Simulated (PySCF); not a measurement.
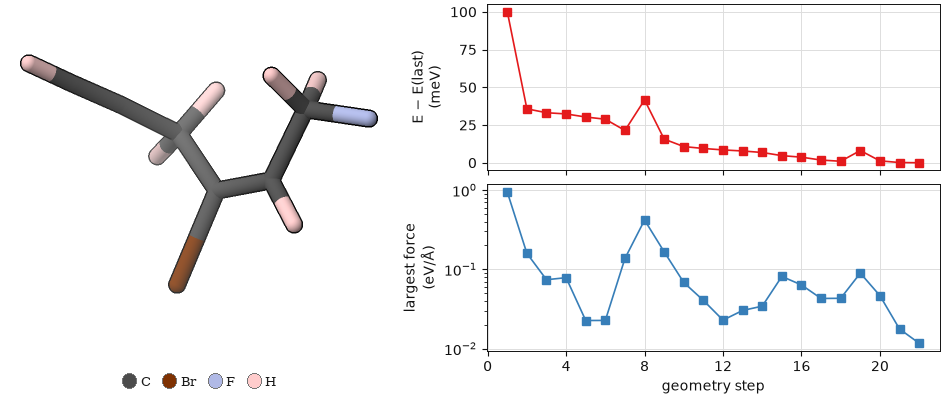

Beside the plot: the molecule at the start.

History of a geometry optimisation.

- system: C6H6BrF (SMILES C#CC/C(Br)=C\CF)
- method: PBE0-D3(BJ)/def2-SVP, geometry optimisation in PySCF 2.14.0, density fitting

Q: How did the optimisation end?

A: The optimisation met its thresholds at geometry 22, counting the start as the first. The energy fell by about 100 meV from the first step to the last, with a rise at steps 8 and 19. The largest force goes from about 0.94 eV/Å at the start to 0.012 eV/Å at the end.
